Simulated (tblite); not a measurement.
# Geometry relaxation of C5H11S (part 2 of 2)

C5H11S, multiplicity 2; GFN2-xTB geometry optimisation, gas phase (tblite 0.8.0). It belongs to a series of runs on one base structure; here: H removed from sp3 C.

### Trajectory as extended XYZ, continued
```
17
Properties=species:S:1:pos:R:3:forces:R:3 step=109 energy=-530.03794
C    -2.4203    0.7164   -0.1874    0.0150   0.0110   0.0030
C    -1.6673   -0.4611    0.4643    0.0130  -0.0060  -0.0070
C    -0.3219   -0.6524   -0.1198    0.0120  -0.0090  -0.0240
C     0.8672    0.0337    0.4377   -0.0040   0.0090  -0.0150
C     2.1369   -0.3360   -0.3139   -0.0130   0.0070  -0.0010
S     3.5575    0.7135    0.1490    0.0230   0.0120   0.0100
H    -2.4712    0.5837   -1.2659   -0.0010  -0.0050   0.0290
H    -1.9047    1.6501    0.0243   -0.0110  -0.0020  -0.0270
H    -3.4321    0.7789    0.2056    0.0030   0.0060   0.0040
H    -1.5890   -0.2696    1.5367    0.0040   0.0040   0.0170
H    -2.2651   -1.3644    0.3173   -0.0130  -0.0220  -0.0080
H    -0.2407   -1.1096   -1.0920   -0.0250   0.0020   0.0210
H     0.7351    1.1269    0.3847    0.0060  -0.0080   0.0050
H     0.9769   -0.2040    1.5055    0.0110   0.0120  -0.0270
H     2.0116   -0.1641   -1.3828    0.0070   0.0010  -0.0020
H     2.4148   -1.3775   -0.1525   -0.0120   0.0020   0.0030
H     3.6052    0.3473    1.4277   -0.0130  -0.0130   0.0190
17
Properties=species:S:1:pos:R:3:forces:R:3 step=127 energy=-530.04597
C    -2.4873    0.6487   -0.1916   -0.0030   0.0120  -0.0140
C    -1.6320   -0.4340    0.4945   -0.0050  -0.0070  -0.0120
C    -0.3096   -0.5755   -0.1537   -0.0030   0.0250   0.0230
C     0.8842    0.1134    0.3881    0.0000   0.0160   0.0020
C     2.1603   -0.3039   -0.3265   -0.0080  -0.0060   0.0000
S     3.6299    0.5811    0.3015    0.0060  -0.0050   0.0030
H    -2.6222    0.4078   -1.2438    0.0000   0.0120   0.0160
H    -1.9958    1.6165   -0.1182   -0.0190  -0.0230  -0.0040
H    -3.4660    0.7165    0.2778    0.0160  -0.0080   0.0120
H    -1.5093   -0.1737    1.5481   -0.0020  -0.0010  -0.0090
H    -2.1790   -1.3805    0.4342   -0.0110   0.0010   0.0020
H    -0.2696   -0.9769   -1.1519    0.0130  -0.0110  -0.0040
H     0.7730    1.2065    0.2948    0.0180  -0.0030   0.0020
H     0.9748   -0.0869    1.4645    0.0010  -0.0050  -0.0210
H     2.1134   -0.0484   -1.3850    0.0020   0.0010   0.0100
H     2.3407   -1.3741   -0.2277    0.0040  -0.0050   0.0020
H     3.5877    0.0756    1.5333   -0.0090   0.0070  -0.0070
17
Properties=species:S:1:pos:R:3:forces:R:3 step=145 energy=-530.04738
C    -2.5309    0.6241   -0.1937    0.0010   0.0090  -0.0020
C    -1.6191   -0.4100    0.4934   -0.0040  -0.0110  -0.0010
C    -0.3024   -0.5123   -0.1719    0.0020  -0.0020  -0.0170
C     0.9046    0.1410    0.3840    0.0010  -0.0040  -0.0020
C     2.1717   -0.3110   -0.3271   -0.0050  -0.0040  -0.0020
S     3.6656    0.5158    0.3222   -0.0020   0.0000  -0.0010
H    -2.6741    0.3639   -1.2398   -0.0040  -0.0040   0.0100
H    -2.0797    1.6122   -0.1439   -0.0140  -0.0020   0.0050
H    -3.5023    0.6558    0.2946    0.0190   0.0030  -0.0030
H    -1.4898   -0.1286    1.5407   -0.0080  -0.0040  -0.0060
H    -2.1309   -1.3786    0.4567    0.0020   0.0100   0.0080
H    -0.2639   -0.9153   -1.1703    0.0120   0.0180   0.0140
H     0.8318    1.2385    0.3014   -0.0040  -0.0210  -0.0040
H     0.9826   -0.0753    1.4580   -0.0020   0.0090  -0.0090
H     2.1405   -0.0419   -1.3827    0.0060  -0.0040   0.0080
H     2.3157   -1.3879   -0.2385   -0.0020   0.0030  -0.0010
H     3.5737    0.0216    1.5553    0.0030   0.0050   0.0040
17
Properties=species:S:1:pos:R:3:forces:R:3 step=164 energy=-530.04927
C    -2.6543    0.5151   -0.2025   -0.0030   0.0100   0.0000
C    -1.5719   -0.3239    0.4923   -0.0110  -0.0100   0.0050
C    -0.2858   -0.2862   -0.2368   -0.0020  -0.0030  -0.0120
C     0.9613    0.2181    0.3781   -0.0070  -0.0030   0.0030
C     2.1968   -0.3450   -0.3127    0.0050   0.0060   0.0020
S     3.7480    0.3185    0.3886    0.0010  -0.0010  -0.0030
H    -2.8211    0.1544   -1.2142    0.0050   0.0040  -0.0130
H    -2.3469    1.5566   -0.2526   -0.0030   0.0050  -0.0070
H    -3.5914    0.4546    0.3452   -0.0060  -0.0050   0.0120
H    -1.4349    0.0358    1.5142    0.0110  -0.0080   0.0000
H    -1.9435   -1.3565    0.5496    0.0000  -0.0070  -0.0010
H    -0.2825   -0.5381   -1.2841   -0.0050   0.0120   0.0110
H     1.0119    1.3183    0.3252    0.0050  -0.0050  -0.0080
H     0.9793   -0.0399    1.4433    0.0030   0.0130   0.0140
H     2.2181   -0.0544   -1.3626    0.0120  -0.0020   0.0040
H     2.2318   -1.4319   -0.2434   -0.0040  -0.0080  -0.0010
H     3.5782   -0.1835    1.6107   -0.0030   0.0030  -0.0050
17
Properties=species:S:1:pos:R:3:forces:R:3 step=182 energy=-530.05942
C    -2.7520    0.3451   -0.1858    0.0230  -0.0220  -0.0060
C    -1.4996   -0.2329    0.4798    0.0310  -0.0230  -0.0300
C    -0.2692    0.0548   -0.2935   -0.0060   0.0160   0.0650
C     1.0225    0.3845    0.3472    0.0090   0.0250  -0.0160
C     2.1790   -0.3916   -0.2925   -0.0250   0.0040   0.0120
S     3.7937    0.0021    0.4656   -0.0050   0.0010   0.0040
H    -2.8845   -0.0850   -1.1753   -0.0130  -0.0090  -0.0130
H    -2.6625    1.4235   -0.2932    0.0030  -0.0050   0.0300
H    -3.6354    0.1245    0.4095    0.0180   0.0070  -0.0120
H    -1.4026    0.1635    1.4944    0.0090  -0.0020  -0.0100
H    -1.6447   -1.3228    0.5772    0.0100   0.0520  -0.0080
H    -0.3128   -0.0024   -1.3679    0.0080   0.0160  -0.0010
H     1.2585    1.4566    0.2484   -0.0290  -0.0380  -0.0270
H     0.9699    0.1703    1.4195    0.0350  -0.0270  -0.0370
H     2.3010   -0.1167   -1.3402   -0.0600  -0.0130   0.0090
H     2.0251   -1.4687   -0.2214   -0.0100   0.0180   0.0030
H     3.5068   -0.4929    1.6666    0.0020   0.0010   0.0350
17
Properties=species:S:1:pos:R:3:forces:R:3 step=200 energy=-530.08680
C    -2.7206    0.1280   -0.1759    0.0340   0.0100   0.0170
C    -1.3517   -0.1718    0.4292   -0.0030   0.0010  -0.0360
C    -0.2512    0.5378   -0.2617    0.0030  -0.0160  -0.0230
C     1.0995    0.6247    0.3282   -0.0090   0.0030  -0.0180
C     1.9903   -0.4909   -0.2483   -0.0010   0.0200   0.0300
S     3.6858   -0.4648    0.4284    0.0220   0.0160  -0.0370
H    -2.7537   -0.1814   -1.2173    0.0100   0.0020  -0.0200
H    -2.9290    1.1943   -0.1269   -0.0020  -0.0120   0.0010
H    -3.4996   -0.4031    0.3645   -0.0220  -0.0050   0.0140
H    -1.3476    0.0938    1.4919   -0.0090   0.0150   0.0210
H    -1.1839   -1.2618    0.3917   -0.0080   0.0100  -0.0160
H    -0.3657    0.7832   -1.3059   -0.0180   0.0070   0.0630
H     1.5675    1.5883    0.0974    0.0060  -0.0640   0.0110
H     1.0544    0.5070    1.4145   -0.0140   0.0340  -0.0160
H     2.1118   -0.3708   -1.3227    0.0150   0.0120  -0.0340
H     1.5590   -1.4709   -0.0480    0.0060  -0.0250   0.0190
H     3.3279   -0.6297    1.6993   -0.0100  -0.0070   0.0260
17
Properties=species:S:1:pos:R:3:forces:R:3 step=218 energy=-530.08956
C    -2.7181    0.1230   -0.1939   -0.0020  -0.0020   0.0000
C    -1.3564   -0.1756    0.4246    0.0030  -0.0050   0.0010
C    -0.2548    0.5607   -0.2346   -0.0010   0.0030   0.0090
C     1.0999    0.6162    0.3477    0.0030  -0.0030  -0.0050
C     1.9764   -0.5082   -0.2359   -0.0010  -0.0040   0.0010
S     3.6968   -0.4489    0.3734   -0.0030  -0.0010  -0.0010
H    -2.7253   -0.1502   -1.2464   -0.0010   0.0000  -0.0040
H    -2.9468    1.1829   -0.1130    0.0020   0.0000   0.0030
H    -3.4991   -0.4390    0.3126   -0.0030   0.0020   0.0020
H    -1.3723    0.0652    1.4944    0.0010   0.0010   0.0010
H    -1.1757   -1.2619    0.3643   -0.0010  -0.0010  -0.0020
H    -0.3894    0.8916   -1.2502    0.0000   0.0010  -0.0040
H     1.5865    1.5682    0.1164   -0.0020   0.0010   0.0020
H     1.0588    0.4991    1.4342   -0.0040   0.0010  -0.0070
H     2.0568   -0.4095   -1.3177    0.0040   0.0020   0.0040
H     1.5652   -1.4886    0.0035    0.0000   0.0010   0.0010
H     3.3904   -0.6130    1.6591    0.0020   0.0020   0.0000
```

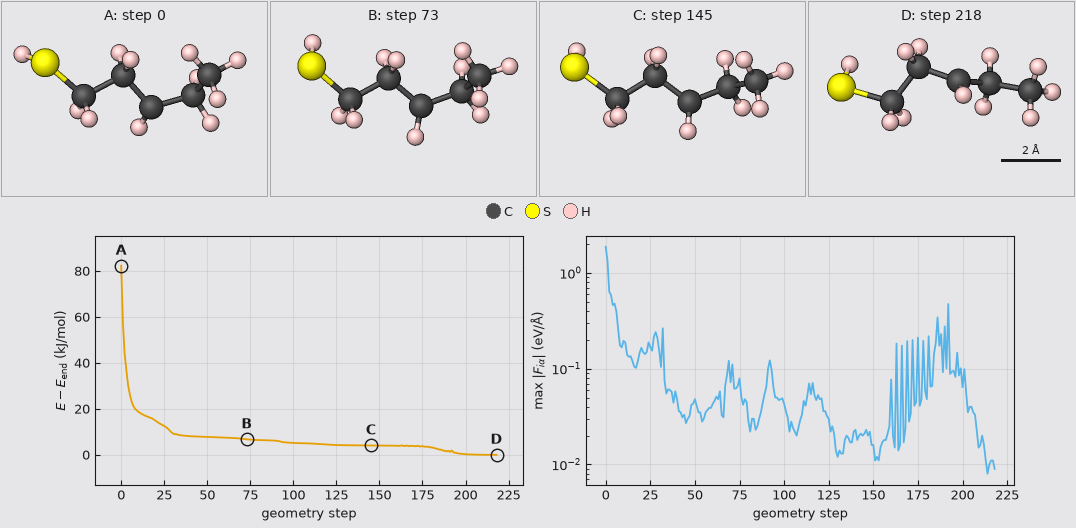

**Figure 1.** Frames of the relaxation (ball-and-stick view, seen at a tilt) above the curves, on which the letters mark them (steps are counted from 0).

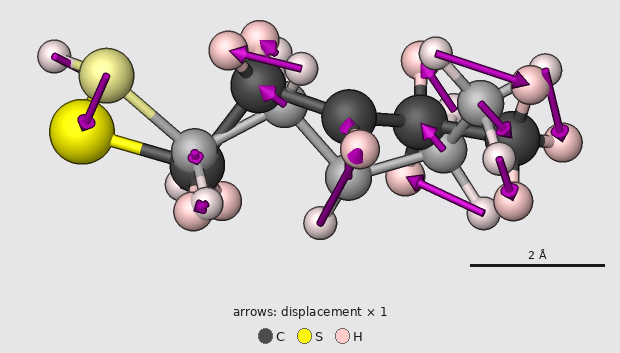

**Figure 2.** Start (faint) and end (solid) with the displacements as pink arrows, at true length (ball-and-stick view, seen at a tilt). The two geometries are laid on each other by the best rigid fit. After 218 geometry steps the energy has fallen by 82.3 kJ/mol. The largest force component goes from 1.9 to 0.009 eV/Å. The largest move after the best rigid fit is that of H12, 2.94 Å. Largest moves by element: H 2.94 Å, S 1.33 Å, C 1.31 Å. Among the contacts that change: S6–H17 1.405 → 1.332 Å, C1–H7 1.134 → 1.087 Å, C5–S6 1.787 → 1.826 Å, C1–H9 1.116 → 1.087 Å. Among the angles that change: C5–S6–H17 110.9° → 95.8°, S6–C5–H15 113.8° → 105.0°, C4–C3–H12 111.3° → 118.4°. (Atoms are counted from 1 in the order of the input.)

The run was set up as follows.

### Input file
```
{"job": {"kind": "relax", "xc": "GFN2-xTB", "basis": "xTB"}, "charge": 0, "multiplicity": 2}
C     -2.219000     0.804000    -0.066400
C     -1.717300    -0.571600     0.266700
C     -0.304400    -0.742900    -0.199600
C      0.697600     0.213000     0.344600
C      2.021700    -0.198100    -0.303800
S      3.384200     0.830200     0.225800
H     -2.509700     0.768400    -1.162000
H     -1.512900     1.622700     0.156800
H     -3.174800     1.008000     0.471400
H     -1.874000    -0.830100     1.345800
H     -2.350600    -1.278100    -0.343100
H      0.077000    -1.776200    -0.180900
H      0.484200     1.261500     0.090400
H      0.835300     0.146900     1.459100
H      1.833900    -0.164300    -1.403300
H      2.173400    -1.262200     0.027000
H      4.148400     0.180700     1.210200
```

The first line tells a small driver script what to run in tblite; the rest is the geometry in Å.

Launched with:
```bash
OMP_NUM_THREADS=1 python <driver script> task.json out
```

### Key numbers

| quantity | value |
| --- | --- |
| outcome | converged |
| total energy | −530.0896 eV |
| hardware | 1 CPU thread, shared host |
| wall time | 1.3 s |
| peak memory | 0.18 GiB |
